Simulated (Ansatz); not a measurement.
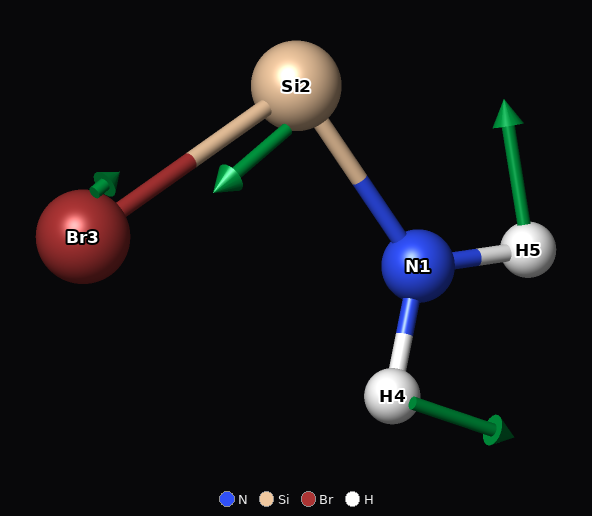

The arrows show one normal mode. Harmonic vibrations computed with RKS PBE0-D4/def2-TZVP (Ansatz 0.2.0) at a stationary point of the same level.

### Describe the motion.

Mostly Br–Si stretching.

### At what wavenumber does it lie?

380 cm⁻¹; it is mode 2 of 9 counted from the lowest.
